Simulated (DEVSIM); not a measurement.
System: abrupt GaAs p-n junction, at 300 K.

```tsv
layer (left to right)	material	thickness (μm)	Nd (cm⁻³)	Na (cm⁻³)	τn (s)	τp (s)
1	GaAs	9.30	-	1.4e16	6.1e-9	6.1e-9
2	GaAs	26.0	2.9e15	-	6.1e-9	6.1e-9
```

Left contact: ohmic. Right contact: ohmic. Voltage is applied to the left contact. Recombination: SRH at mid-gap, radiative, Auger. Mobility is constant in doping.

Constants are typed, rounded textbook-type inputs, not results; the design itself was drawn at random and stands for no fabricated device. Values at 300 K.

```tsv
parameter	GaAs
gap (eV)	1.424
affinity (eV)	4.07
permittivity	12.9
Nc (cm⁻³)	4.7e17
Nv (cm⁻³)	9e18
μn (cm²/Vs)	8500
μp (cm²/Vs)	400
B (cm³/s)	2e-10
Cn (cm⁶/s)	1e-30
Cp (cm⁶/s)	1e-30
```

Model (solved in DEVSIM): 1D drift-diffusion, Boltzmann statistics, complete ionisation; no tunnelling, impact ionisation, image-force lowering or self-heating.

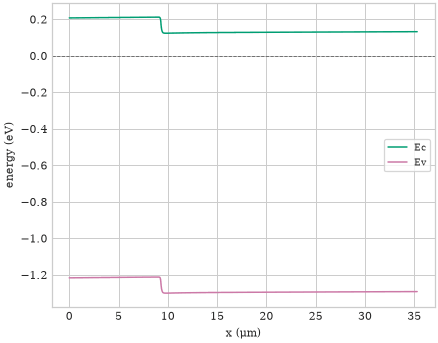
Figure: Band edges at 1.05 V on the left contact

Energies count from the Fermi level of the right contact; mesh points crowd at the junctions.

```
x (μm)   Ec (eV)  Ev (eV)  n (cm⁻³)  p (cm⁻³)  field (V/cm)
-------  -------  -------  --------  --------  ------------
0.000      0.207   -1.217     < 1e2    1.4e16           ≈ 0
0.04246    0.207   -1.217    4.8e11    1.4e16           ≈ 0
0.1597     0.207   -1.217    1.8e12    1.4e16           ≈ 0
0.4629     0.207   -1.217    5.2e12    1.4e16           ≈ 0
1.836      0.208   -1.216    2.1e13    1.4e16           ≈ 0
5.015      0.209   -1.215    5.6e13    1.4e16           ≈ 0
7.763      0.211   -1.213    8.9e13    1.4e16           ≈ 0
8.915      0.211   -1.213    1.0e14    1.4e16           ≈ 0
9.176      0.210   -1.214    1.1e14    1.3e16          -330
9.270      0.196   -1.228    1.9e14    7.8e15         -3900
9.304      0.177   -1.247    4.1e14    3.7e15         -6800
9.384      0.142   -1.282    1.6e15    9.6e14         -2600
9.577      0.124   -1.300    3.2e15    4.5e14          -180
10.11      0.123   -1.301    3.3e15    3.5e14            11
12.47      0.125   -1.299    3.0e15    1.5e14           ≈ 0
18.12      0.128   -1.296    2.9e15    1.7e13           ≈ 0
28.26      0.130   -1.294    2.9e15    3.1e11           ≈ 0
32.67      0.131   -1.293    2.9e15    4.7e10           ≈ 0
34.63      0.131   -1.293    2.9e15    1.0e10           ≈ 0
35.07      0.131   -1.292    2.9e15     3.4e9           ≈ 0
35.23      0.132   -1.292    2.9e15     1.0e9           ≈ 0
35.30      0.132   -1.292    2.9e15     < 1e2           ≈ 0
```
